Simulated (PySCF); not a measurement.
Hexafluoroethane, C₂F₆, SMILES FC(F)(F)C(F)(F)F at its CAM-B3LYP/def2-SVP optimised geometry (Å):

```
8

F     -1.2165    -0.6237    -1.0794
C     -0.7692    -0.0001     0.0000
F     -1.2161    -0.6234     1.0796
F     -1.2158     1.2469     0.0000
C      0.7694    -0.0001     0.0000
F      1.2164    -1.2469     0.0048
F      1.2164     0.6193    -1.0819
F      1.2165     0.6278     1.0771
```

Method: CAM-B3LYP/def2-TZVP in PySCF.

Map of the HOMO−1 amplitude (bohr^(-3/2)) on the plane z = 0.6 Å; orbital energy -14.17 eV, overall sign arbitrary:

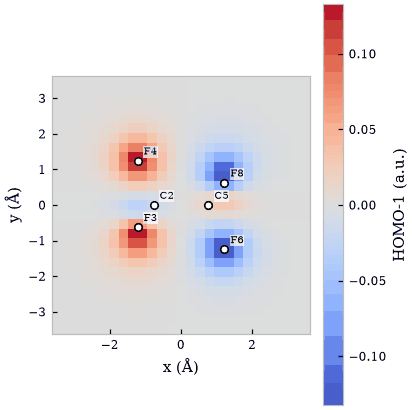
Figure: HOMO−1 amplitude (bohr^(-3/2)) on the plane z = 0.6 Å.
